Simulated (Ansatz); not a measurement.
**Debugging a many-body input for SnO2 (Cassiterite)**

A first try at the G0W0 gap of SnO2 (Cassiterite), what the program said, and an input that works.

Calculated with Ansatz 0.2.0; G0W0 on PBE, plane waves, PAW.

## Step 1: Set-up

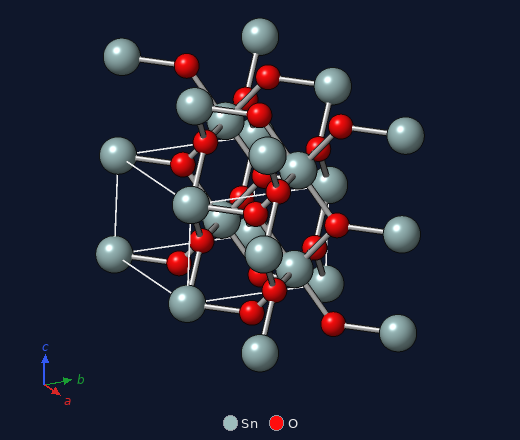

Start, viewed slightly off an axis; tin teal, oxygen red. 2×1×2 cells are drawn. Some periodic images of atoms are drawn too.

The cell and positions come from the Crystallography Open Database and are kept as given unless a step says otherwise. The default PAW set here is soft_2. Its files were made with PBE.

## Step 2: First try

input.yaml

```yaml
crystal:
  lattice:
    - [4.738, 0.0, 0.0]
    - [0.0, 4.738, 0.0]
    - [0.0, 0.0, 3.1865]
  atoms:
    - { symbol: Sn, position: [0.0, 0.0, 0.0] }
    - { symbol: Sn, position: [0.5, 0.5, 0.5] }
    - { symbol: O, position: [0.3071, 0.3071, 0.0] }
    - { symbol: O, position: [0.1929, 0.8071, 0.5] }
    - { symbol: O, position: [0.6929, 0.6929, 0.0] }
    - { symbol: O, position: [0.8071, 0.1929, 0.5] }
kpoints:
  mp_grid: { grid: [4, 4, 4] }
hamiltonian:
  xc: pbe
scf:
  occupations: { method: fixed }
gw:
  n_empty_bands: 116
  ecut_chi: 10
  qp_bands: [v2, c2]
  qp_kpoints: band_edges
  screening: { model: contour_deformation }
```

Run with:

```bash
ansatz run input.yaml --threads 3 --pin off --max-ram 92160MiB --backend cuda --events-out ev --progress --plain --runs-dir out --devices 1 --max-vram 13GiB
```

Numbers of over 12 decimals in the logs are rounded to 6 here.

What it wrote:

```text
GPUs: using 1 of 1 available (devices: 1).
Engine: ansatz 0.2.0, x86_64-unknown-linux-gnu
Pseudopotentials: kind: paw
Pseudopotential: Sn, paw, valence charge 14, recommended cutoff 420 eV (normal), Sn.paw.azcp
Pseudopotential: O, paw, valence charge 6, recommended cutoff 420 eV (normal), O.paw.azcp
Functional definition: PBE
  parameter kappa = 0.804
  parameter beta = 0.066725
  exchange = pbe_x(kappa = kappa, mu = beta*pi^2/3)
  correlation = pbe_c(beta = beta)
device memory: the entry about to start is reckoned to put 0.8 GiB on a device that reports 52.0 GiB free (of which the cap on the GPU budget leaves the run 13.0 GiB)
GPU FFT provider: cuFFT
GPU libraries: cuBLAS 13.8.2, cuFFT 12.4.0, cuSOLVER 12.3.4
Crystal: 6 atoms, lattice volume = 71.533 Å³
Basis set: ecut = 420 eV, 1411 PW (Γ)
Bands: 32, of which v1, the nominal top of the filled ones, is band 26 counted from 1 (25 counted from 0)
Symmetry: 16 space group operations
Space group: P42/mnm (ITA 136), of the structure as read, at distance tolerance 4.2e-5 Å
k-points: 18 of 64
Non-local potential: Sn, projectors of the file, l = 0: 2, l = 1: 2, l = 2: 2, l = 3: 2
Non-local potential: O, projectors of the file, l = 0: 2, l = 1: 2, l = 2: 1
PAW form: soft (Blöchl's): semilocal exchange-correlation on the pseudo side does not see the compensation charge
PAW one-centre angular grid: Sn, 590 points (default); XC on 64 Gauss nodes
PAW one-centre angular grid: O, 110 points (default); XC on 64 Gauss nodes
Initial density: superposition of atomic densities (neutral atoms: chi_scale 0, normalization atom), corrected by the library's trained network
Initial wavefunctions: pseudopotential atomic-orbital guess
GPU buffer pool allocated for 24576 grid points (all kernels)
GPU transforms: local potential and band sums: pruned to the plane-wave sphere, on 32×32×24
Functional: x = pbe(κ = 0.804, μ = 0.219515), c = pbe(β = 0.066725)
SCF iter   1: F=—  HF=-14317.827550 eV  |F-HF|=—  |Δ(HF+E_count)|=         —  Δρ=1.06e-3  dr2=2.11e-4  ethr=1.77e-3  ⟨swp⟩=4.0  Hψ=2235  notcnv=0  defer=72
preconditioner: auto → Resta (q_TF=auto, 2.587 Å⁻¹)  ε∞=3.6  [insulator: Δε(μ)=1.283 eV  Ē_g=19.763 eV  n_scr=18 (ndim 8)  ℏωp=31.7 eV  f_vac=0.027  ε∞_Penn≈3.6]
SCF iter   2: F=—  HF=-14317.829246 eV  |F-HF|=—  |Δ(HF+E_count)|=   1.70e-3  Δρ=5.99e-4  dr2=7.74e-5  ethr=4.05e-7  ⟨swp⟩=2.9  Hψ=1298  notcnv=0  defer=72
SCF iter   3: F=—  HF=-14317.829543 eV  |F-HF|=—  |Δ(HF+E_count)|=   2.97e-4  Δρ=2.29e-4  dr2=2.59e-5  ethr=1.49e-7  ⟨swp⟩=2.7  Hψ=956  notcnv=0  defer=72
SCF iter   4: F=—  HF=-14317.829556 eV  |F-HF|=—  |Δ(HF+E_count)|=   1.26e-5  Δρ=5.60e-5  dr2=1.91e-6  ethr=4.98e-8  ⟨swp⟩=2.0  Hψ=746  notcnv=0  defer=72
iter 5 did not close the SCF: its close was put off for the readings that it lacked (scf_convergence_deferred on its scf_iter line)
SCF iter   5: F=-14317.829556 eV  HF=-14317.829556 eV  |F-HF|=1.51e-7  |Δ(HF+E_count)|=   5.29e-7  Δρ=1.40e-5  dr2=8.43e-8  ethr=3.68e-9  ⟨swp⟩=2.1  Hψ=941  notcnv=0  defer=72
SCF iter   6: F=-14317.829556 eV  HF=-14317.829556 eV  |F-HF|=5.45e-9  |Δ(HF+E_count)|=   1.71e-7  Δρ=3.03e-6  dr2=3.53e-9  ethr=1.62e-10  ⟨swp⟩=6.4  Hψ=2419  notcnv=0
SCF 1 converged in 6 iterations: F = -14317.829556 eV  dr2 = 3.53e-9
[...]
device memory: the entry about to start is reckoned to put 0.9 GiB (of the 1.0 GiB reckoned in all, the device holds 0.1 GiB already) on a device that reports 51.6 GiB free (of which the cap on the GPU budget leaves the run 12.9 GiB)
NSCF: frozen V_eff on 18 k-points, pencils in batches of 32, up to order 128
[...]
device memory: the entry about to start is reckoned to put 2.7 GiB on a device that reports 51.6 GiB free (of which the cap on the GPU budget leaves the run 13.0 GiB)
NSCF: frozen V_eff on 18 k-points
G₀W₀ screening: q 1/18
[... further progress lines ...]
SCF converged after 6 iterations
Free energy (F): -14317.829556 eV
Harris-Foulkes:  -14317.829556 eV  (|F-HF|=5.45e-9)
Internal energy: -14317.829556 eV  (E = F + TS)
E sigma→0 (E₀):  -14317.829556 eV
Fermi energy:    9.528859 eV
--- Per-component energies (eV) ---
  E_band       = -114.418522
  E_kinetic    = 1085.345741
  E_local      = -2861.020373  (includes V_loc(G=0)·N_el)
  E_nonlocal   = 134.911707
  E_hartree    = 1491.211764
  E_xc         = -1054.950581
  E_vxc        = -564.062066  (∫ρ·V_xc dr)
  E_paw        = -8930.486051  (= ΣΔE_a)
  E_vpaw       = -892.026357  (= ΣTr[D̂ρ^β])
  E_aug_tail   = 0.010018  (compensation charges beyond the density's cutoff)
  E_ewald      = -4182.851779
  E_smearing   = -0.000000  (= −TS)
  E_closure    = 0.000000  (closes the sum)
  Σ components = -14317.829556   (vs F -14317.829556, Δ=0.00e0)
--- Band table (eV; the first three rows and the last of 18) ---
  k-point 0: bands = [... 22 lower, 8.3075, 8.7549, 8.7549, 9.5289, 10.8096, 15.6959, 15.8975, 15.8975, ... 2 higher]
  k-point 1: bands = [... 22 lower, 7.0118, 8.6906, 8.6906, 9.0286, 13.3864, 16.4846, 17.9807, 17.9807, ... 2 higher]
  k-point 2: bands = [... 22 lower, 7.8755, 7.8755, 8.2711, 8.2711, 15.7701, 15.7701, 19.3182, 19.3182, ... 2 higher]
  k-point 17: bands = [... 22 lower, 8.5599, 8.5599, 8.6943, 8.6943, 14.4679, 14.4679, 18.4248, 18.4248, ... 2 higher]
--- G₀W₀: contour deformation, 6 samples at zero and on the imaginary axis and 2 off it, 64 q-points, 116 empty bands' worth ---
  eigenvalues of the whole cell's RPA ε∞ on this k-mesh (on a slab, of 1 + 4πα/V) = 4.6577, 4.6577, 4.9642; static W/v taken at q = 0 is 0.208069
  gw.qp_kpoints: band_edges: 18 of 18 stored k-points solved, in 3 passes; an edge of the gap read off the rows below is read off those points alone
    ik  band        ε_KS         Σx   Σc(E_QP)       V_xc       Z   E_QP_lin       E_QP  E_QP is
     0    25      8.7549   -26.4238     3.9559   -20.7674  0.8342     7.0122     7.0544  root
     0    26      9.5289   -27.1775     4.1338   -21.1422  0.8357     7.5761     7.6273  root
     0    27     10.8096   -14.4338    -2.7293   -18.5808  0.8612    12.2442    12.2272  root
     0    28     15.6959   -12.1122    -3.9021   -17.8356  0.8399    17.5696    17.5172  root
     1    25      8.6906   -26.6259     4.0579   -20.8160  0.8330     6.8917     6.9385  root
     1    26      9.0286   -26.5158     4.2514   -20.3300  0.8309     7.0342     7.0942  root
     1    27     13.3864   -15.7286    -3.0608   -20.3968  0.8508    15.0214    14.9938  root
     1    28     16.4846   -13.9045    -4.1550   -20.1883  0.8296    18.6969    18.6134  root
     2    25      8.2711   -26.2875     4.3939   -19.9253  0.8253     6.2335     6.3029  root
     2    26      8.2711   -26.2875     4.3939   -19.9253  0.8253     6.2335     6.3029  root
     2    27     15.7701   -14.7508    -3.8858   -20.7659  0.8369    17.9691    17.8994  root
     2    28     15.7701   -14.7508    -3.8858   -20.7659  0.8369    17.9691    17.8994  root
     3    25      8.7930   -26.5209     3.9853   -20.8236  0.8341     7.0378     7.0811  root
     3    26      9.2422   -26.7033     4.1378   -20.6881  0.8336     7.3115     7.3649  root
[...]
16    28     14.7119   -14.4049    -3.5493   -19.8926  0.8459    16.6997    16.6503  root
    17    25      8.6943   -26.6246     4.3432   -20.3046  0.8289     6.6532     6.7174  root
    17    26      8.6943   -26.6246     4.3432   -20.3046  0.8289     6.6532     6.7174  root
    17    27     14.4679   -13.3307    -3.4444   -18.6872  0.8522    16.4214    16.3800  root
    17    28     14.4679   -13.3307    -3.4444   -18.6872  0.8522    16.4214    16.3800  root
```

It took 16 s on 1 × NVIDIA H100 80GB HBM3 (shared by 6 runs) with 3 threads of AMD EPYC 7R13 (Zen 3), shared host; peak memory 1.1 GiB.

**What went wrong?**

The run ended normally, though the input holds a fault or crude settings.

The fault: screening cutoff of 10 eV. Nearly all local fields and short-range correlation are left out.

It printed a gap of 4.60 eV, which is an artefact of the settings.

## Step 3: A better input

G0W0 replaces the xc potential by the self-energy, built once from these orbitals. Only a window of levels is corrected, while the sums run over the empty bands that the input names.

Edit input.yaml of step 2 so:

```diff
@@ -13,3 +13,3 @@
 kpoints:
-  mp_grid: { grid: [4, 4, 4] }
+  mp_grid: { grid: [4, 4, 6] }
 hamiltonian:
@@ -19,4 +19,4 @@
 gw:
-  n_empty_bands: 116
-  ecut_chi: 10
+  n_empty_bands: 263
+  ecut_chi: 138
   qp_bands: [v2, c2]
```

What it wrote:

```text
GPUs: using 1 of 1 available (devices: 1).
[...]
GPU FFT provider: cuFFT
GPU libraries: cuBLAS 13.8.2, cuFFT 12.4.0, cuSOLVER 12.3.4
Crystal: 6 atoms, lattice volume = 71.533 Å³
Basis set: ecut = 420 eV, 1411 PW (Γ)
Bands: 32, of which v1, the nominal top of the filled ones, is band 26 counted from 1 (25 counted from 0)
Symmetry: 16 space group operations
[...]
k-points: 24 of 96
[...]
GPU buffer pool allocated for 24576 grid points (all kernels)
[...]
SCF iter   1: F=—  HF=-14317.836139 eV  |F-HF|=—  |Δ(HF+E_count)|=         —  Δρ=1.08e-3  dr2=2.70e-4  ethr=1.77e-3  ⟨swp⟩=4.0  Hψ=2975  notcnv=0  defer=96
[...]
SCF iter   6: F=-14317.838248 eV  HF=-14317.838248 eV  |F-HF|=6.88e-10  |Δ(HF+E_count)|=   8.33e-8  Δρ=2.72e-6  dr2=2.99e-9  ethr=9.30e-11  ⟨swp⟩=7.4  Hψ=3794  notcnv=0
SCF 1 converged in 6 iterations: F = -14317.838248 eV  dr2 = 2.99e-9
[...]
1    25      8.7740   -26.6274     4.8898   -20.9397  0.7519     7.9642     7.9761  root
     1    26      9.2974   -26.8705     5.2424   -20.7605  0.7505     8.4154     8.4299  root
     1    27     12.3010   -15.6572    -3.3095   -19.8160  0.8085    13.1581    13.1503  root
     1    28     16.1970   -13.1362    -4.8665   -19.1653  0.7911    17.3887    17.3596  root
[...]
3    27     15.7685   -14.7462    -4.7307   -20.7654  0.7872    17.0940    17.0570  root ?
     3    28     15.7685   -14.7462    -4.7307   -20.7654  0.7872    17.0940    17.0570  root ?
[...]
11    27     16.0462   -14.8703    -4.7854   -20.9536  0.7834    17.3814    17.3442  root ?
    11    28     16.0462   -14.8703    -4.7854   -20.9536  0.7834    17.3814    17.3442  root ?
[...]
23    25      8.6927   -26.6276     5.3894   -20.3055  0.7455     7.7415     7.7599  root
    23    26      8.6927   -26.6276     5.3894   -20.3055  0.7455     7.7415     7.7599  root
    23    27     14.4669   -13.3304    -4.3284   -18.6870  0.8115    15.5100    15.4950  root
    23    28     14.4669   -13.3304    -4.3284   -18.6870  0.8115    15.5100    15.4950  root
[key lines of the parts left out:]
SCF converged after 6 iterations
Free energy (F): -14317.838248 eV
Fermi energy:    9.527099 eV
```

Run time: 40 s. Hardware: 1 × NVIDIA H100 80GB HBM3 (shared by 6 runs) with 3 threads; peak memory 1.5 GiB; 45 s of CPU time.

This step gave:

```yaml
bands_summed: 289
rpa_eps_infinity_on_this_mesh_eigenvalues: 4.337, 4.337, 4.568
plane_waves_in_the_screening_matrix: 267
q_points_in_the_mesh: 96
g0w0_gap_on_the_mesh: 2.788 eV
k_of_the_valence_top: 0, 0, 0
k_of_the_conduction_bottom: 0, 0, 0
starting_gap_on_the_mesh: 1.282 eV
z_at_the_valence_top: 0.7519
z_at_the_conduction_bottom: 0.8241
least_direct_g0w0_gap_on_the_computed_points: 2.788 eV
```

The gap on the mesh goes from 1.28 eV to 2.79 eV, a correction of +1.51 eV. Between the two edge states, bare exchange in place of the xc potential would open the gap by 10.15 eV, and correlation takes back 8.64 eV.

## Step 4: Summary of results

```
first try  : converged after 16 s
better run : G0W0 gap on the mesh 2.79 eV (4×4×6 mesh, 263 empty bands, screening to 138 eV)
```

What this shows: The second run differs in: mesh, empty bands and screening cutoff (eV). Bands and cutoff are finite, so the gap is not at the basis limit. The miss can reach some tenths of an eV and take either sign; the mesh is an error of its own. The many-body steps are scalar-relativistic: spin-orbit coupling is not in them.

[Paths, hosts, dates, memory and timing lines, banners, echoed tables and standing remarks are left out of the program output.]

[Logs are printed without paths, hosts, clocks, repeated set-up lines and the standing remarks that a program may print on its own settings, such as how far it seeks lower states.]

[Runs of the session that timed out or met a known fault of the program may be left out.]

[Cells called generated may have been cut or substituted from an entry of the Crystallography Open Database or the Materials Project.]

[Hosts, paths, dates, database ids (printed as entryN), source tags and the programs' standing remarks are cut or masked in the printed files.]
